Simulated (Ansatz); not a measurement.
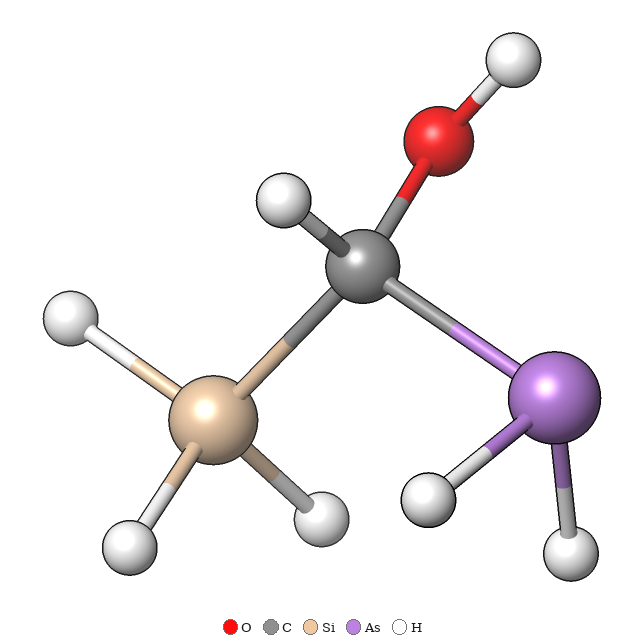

A ball-and-stick model of a molecule. Every bond is drawn as one stick, whatever its order.

The geometry was computed by an optimisation with PBE0-D4/def2-TZVP. No frequency run is at hand to confirm it as a minimum.

Identify the structure.

It has 11 atoms: 1 carbon, 7 hydrogen, 1 arsenic, 1 oxygen and 1 silicon (CH7AsOSi). As SMILES it reads `O[C@@H]([SiH3])[AsH2]`. It has no ring. Among its groups: alcohol, Si–H bond. This geometry has C1 symmetry. Coordination: 1 O bent; 1 C tetrahedral; 1 Si tetrahedral; 1 As trigonal pyramidal.

The parts below concern this one geometry. Atoms keep their numbers from picture to picture.

## Charges

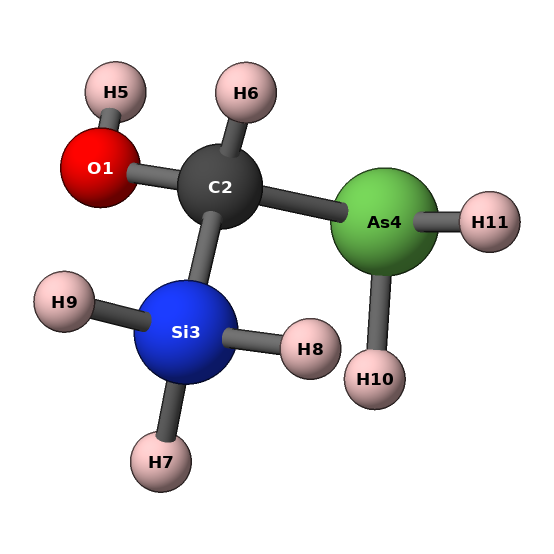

The questions are on Mulliken charges. No frequency run is at hand to confirm it as a minimum. Properties computed with RKS ωB97M-V/def2-TZVPP (Ansatz 0.2.0).

**Which atom carries the highest charge (most positive or least negative)?**

Si3, H5 (0.17 e).

**And the lowest?**

O1 (−0.31 e).

List the Mulliken charges.

```
atom  value (e)
  O1      −0.31
  C2      −0.14
 Si3       0.17
 As4      −0.01
  H5       0.17
  H6       0.14
  H7      −0.02
  H8      −0.02
  H9      −0.03
 H10       0.02
 H11       0.02
```

## Dipole moment

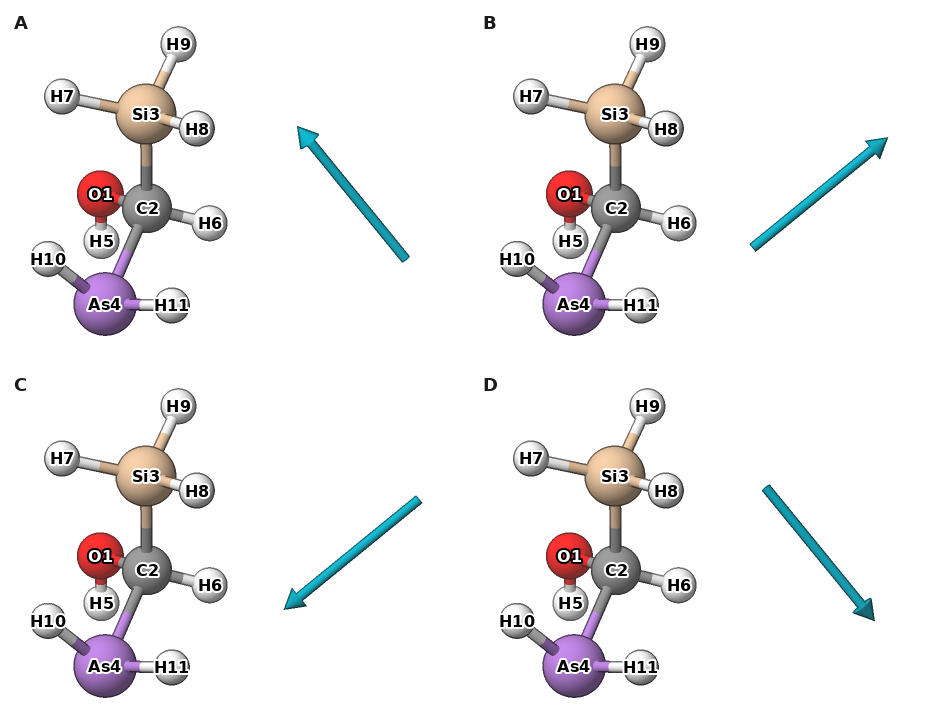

The same molecule four times, each with an arrow. No frequency run is at hand to confirm it as a minimum. Level of theory: RKS B3LYP-D4/def2-TZVPP (Ansatz 0.2.0).

**Which arrow points along the dipole moment, from the negative to the positive end?**

D. The dipole moment is 1.39 D; it points from the side of H7 to the side of H11 (the outermost atoms at the two ends).

## Levels of theory compared

No frequency run is at hand to confirm it as a minimum. Program: Ansatz 0.2.0.

Compare HOMO–LUMO gap (eV) at these levels: B3LYP-D4/def2-TZVPP; PBE-D4/def2-TZVPP; PBE0-D4/def2-TZVPP; r2SCAN-D4/def2-TZVPP; ωB97M-V/def2-TZVPP; ωB97X-V/def2-TZVPP.

| level | HOMO–LUMO gap (eV) |
| --- | --- |
| B3LYP-D4/def2-TZVPP | 6.53 |
| PBE-D4/def2-TZVPP | 5.01 |
| PBE0-D4/def2-TZVPP | 6.97 |
| r2SCAN-D4/def2-TZVPP | 5.59 |
| ωB97M-V/def2-TZVPP | 10.77 |
| ωB97X-V/def2-TZVPP | 11.18 |

Mulliken values depend strongly on the basis set and can even reverse the polarity of a bond.
